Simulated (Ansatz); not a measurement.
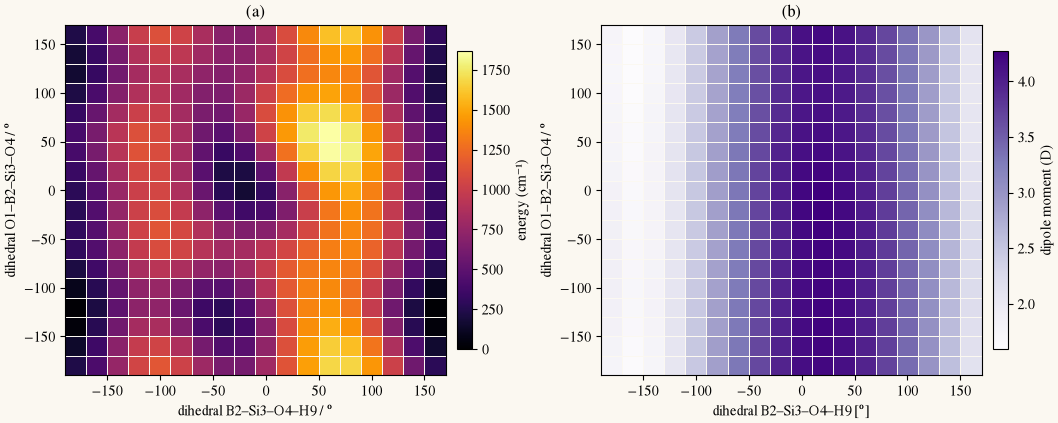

BFH4O2Si, SMILES OB[SiH](O)F. The first coordinate is: dihedral B2–Si3–O4–H9; the second: dihedral O1–B2–Si3–O4. Nothing is relaxed (all other coordinates rigid). The scan uses an 18 × 18 grid. Points are written as (first, second). All energies are given in cm⁻¹ relative to the lowest grid point. Computed with RKS PBE-D4/def2-SVP (Ansatz 0.2.0).

Panel (a) is the energy; panel (b) is the computed dipole moment, in D.

In the figure: one coloured cell a grid point.

**How does the dipole moment vary over the map, and what is it at the lowest grid point?**

Leaving out the highest fifth of the energies, it runs from 1.59 D at (−160°, 140°) to 4.27 D at (20°, −20°). At the lowest grid point, (160°, −120°), it is 2.20 D.
